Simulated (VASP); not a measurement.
Band structure of GeSe (space group Pnma). Method: PBEsol GGA, VASP's PBE PAW potentials (set 64) (plane waves; VASP).

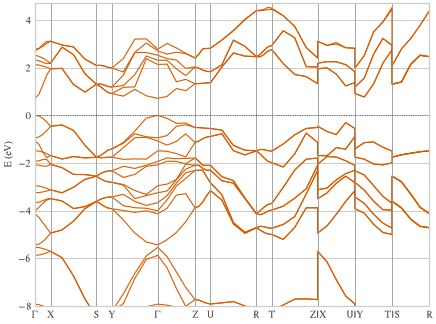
Figure. Bands along high-symmetry lines, zero at the valence-band maximum or, without a gap, the Fermi level

Task: Read the plot: is there a gap, and where are the band edges?

Result: The gap is direct, 0.71 eV, from the valence maximum at Γ to the conduction minimum at Γ.

The structure comes from a computed database's GeSe entry; how it stands against other phases isn't given here. The cell was not relaxed at this level. The k-mesh is coarse (spacing up to 0.45 per Å, 2π included), so the numbers may not be converged in it. The run is one of a series of settings (NBANDS = 46 against the base run), some of them coarse on purpose.
